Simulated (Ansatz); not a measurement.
# CH6AlBO: the cost of one run

All numbers are computed with Ansatz 0.2.0 through its Python package. Level of theory: r2SCAN+D4/def2-SVP.

**1. The system**

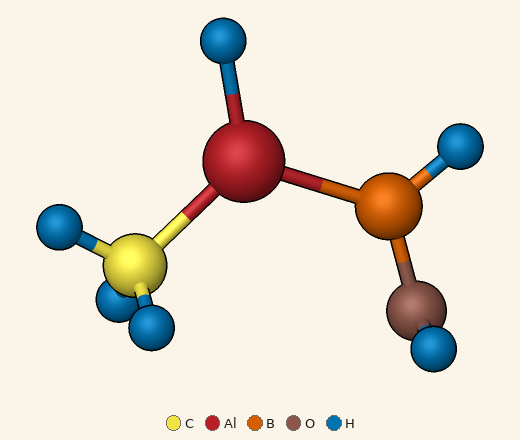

The structure that the script starts from, seen from a chosen angle (carbon yellow, aluminium red, boron orange, oxygen brown, hydrogen blue).

The script holds or builds the structure itself.

**2. Script**

Contents of scan_ch6albo.py:

```python
# -*- coding: utf-8 -*-
import ansatz as az
import numpy as np


def main():
    molecule = (
        az.Crystal.molecule()
        .atom("C", (-1.5891, 0.4967, -0.3454))
        .atom("Al", (0.2656, 0.3115, -0.882))
        .atom("B", (1.5134, -0.7501, 0.328))
        .atom("O", (1.1206, -1.3323, 1.5759))
        .atom("H", (-2.1148, -0.4621, -0.2868))
        .atom("H", (-1.6915, 1.0814, 0.6178))
        .atom("H", (-2.1377, 1.1419, -1.1248))
        .atom("H", (0.8478, 0.9748, -2.2457))
        .atom("H", (2.6824, -0.8728, 0.0772))
        .atom("H", (1.1863, -0.6403, 2.2886))
    )

    symbols = [site.symbol for site in molecule.cartesian_sites]
    start = np.array([site.position_ang for site in molecule.cartesian_sites])
    axis = (start[4] - start[0]) / np.linalg.norm(start[4] - start[0])
    moving = [4]
    lengths, energies = [0.964, 1.007, 1.051, 1.095, 1.139, 1.183, 1.226, 1.292], []
    for length in lengths:
        xyz = start.copy()
        xyz[moving] += (length - np.linalg.norm(start[4] - start[0])) * axis
        point = az.Crystal.molecule()
        for symbol, place in zip(symbols, xyz):
            point = point.atom(symbol, place.tolist())
        job = (
            point.calculation()
            .basis(gaussian="def2-SVP")
            .functional("r2SCAN", dispersion="d4")
        )
        rep = job.run(threads=1).report
        energies.append(rep["free_energy_ev"])
        print(f"r = {length:6.3f} A  E = {energies[-1]:.5f} eV  <S^2> = {abs(rep['mean_field']['state']['spin_squared']):.3f}")

    fit = np.polynomial.Polynomial.fit(lengths, np.array(energies) - min(energies), 4).convert()
    roots = [r.real for r in fit.deriv().roots() if abs(r.imag) < 1e-9 and fit.deriv(2)(r.real) > 0]
    r_e = min(roots, key=lambda r: abs(r - lengths[int(np.argmin(energies))]))
    print(f"minimum of the fit at {r_e:.4f} A, force constant {fit.deriv(2)(r_e):.2f} eV/A^2")


if __name__ == "__main__":
    main()
```

**3. Running it**

Started as:

```
$ python scan_ch6albo.py
```

Q: Estimate wall time and peak memory on 1 thread of Arm Neoverse V2, shared host.

About 28 s, with a peak of 0.21 GiB.
